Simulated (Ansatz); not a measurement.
CH₅N···GeH₃ (doublet)

Input

```
crystal:
  periodic: [false, false, false]
  atoms:
    - { symbol: H, position_ang: [-0.1667, -0.5387, -0.28] }
    - { symbol: C, position_ang: [0.1466, 0.1893, -1.4228] }
    - { symbol: "N", position_ang: [-0.0624, 1.5714, -1.2602] }
    - { symbol: Ge, position_ang: [-0.1849, -1.1912, 1.6039] }
    - { symbol: H, position_ang: [-0.4947, -0.2243, -2.1942] }
    - { symbol: H, position_ang: [1.1913, -0.0394, -1.5969] }
    - { symbol: H, position_ang: [-1.0296, 1.813, -1.0839] }
    - { symbol: H, position_ang: [0.539, 1.9866, -0.5601] }
    - { symbol: H, position_ang: [-0.3667, 0.1097, 2.3979] }
    - { symbol: H, position_ang: [1.2956, -1.4653, 1.8711] }
    - { symbol: H, position_ang: [-0.8674, -2.2111, 2.5253] }
magnetization:
  spin_polarized: true
  initial_magnetization: 1
basis:
  gaussian: { orbitals: def2-SVP }
hamiltonian:
  xc: hf
relax:
  f_tol: 0.15
  max_steps: 25
  restrain:
    - { distance: [0, 3], at: 2.81, k: 30.0 }
    - { distance: [1, 0], at: 1.07, k: 30.0 }
output:
  orbitals: {}
```

Command:

```sh
ansatz run input.yaml --threads 2 --pin off --max-ram 3072MiB --backend cpu --events-out ev --progress --plain --runs-dir out
```

The fields are those of the relaxed geometry.

Theory: UHF/def2-SVP in Ansatz 0.2.0.

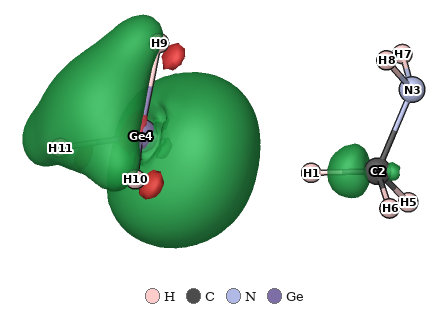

Figure 1. Isosurfaces of the spin density at +0.015 (green) and −0.015 e/Å³ (red), seen across its widest extent.

**Where is the unpaired spin?**

The unpaired spin (1 electron) lies mostly on Ge4 (about 0.8), in electrons by Hirshfeld's partition.

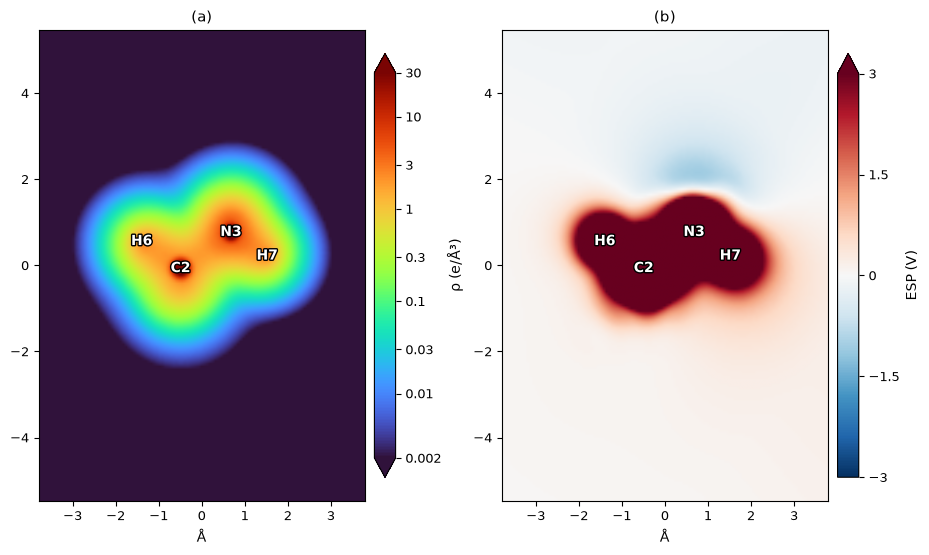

Figure 2. (a) electron density; (b) electrostatic potential on the plane of atoms C2, N3 and H7.

**Interpret the plot.**

- The plane passes through C, N and H nuclei.
- C–N (1.45 Å): the density is about 2 e/Å³ at the midpoint.
- N–H (1.01 Å): ρ at the midpoint is about 2.9 e/Å³.
- C–H (1.09 Å): ρ is about 2 e/Å³ halfway.
- Outside the dense part of the complex the potential is most negative (−1.1 V) near H8, which lies off the plane.

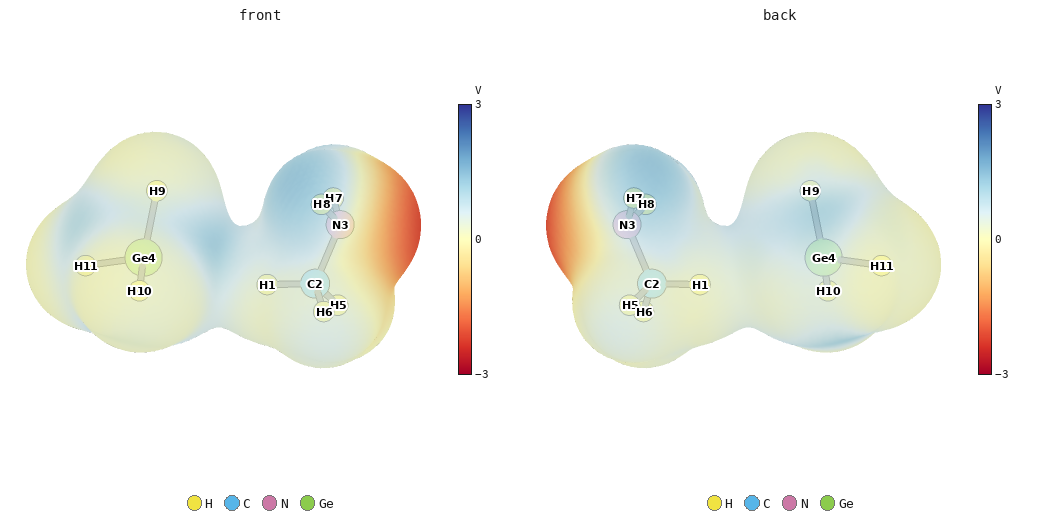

Figure 3. The molecular electrostatic potential painted on the density surface at 0.002 e/bohr³, seen from the front and from behind; red is negative and blue positive.

**Which sites attract a positive test charge, and which a negative one?**

A positive charge is drawn to the negative regions and a negative charge to the positive ones. The most negative region (about −2.1 V) lies over N3, the most positive (about +1.3 V) over H7 and H8. N3 is the likeliest acceptor of a hydrogen bond.
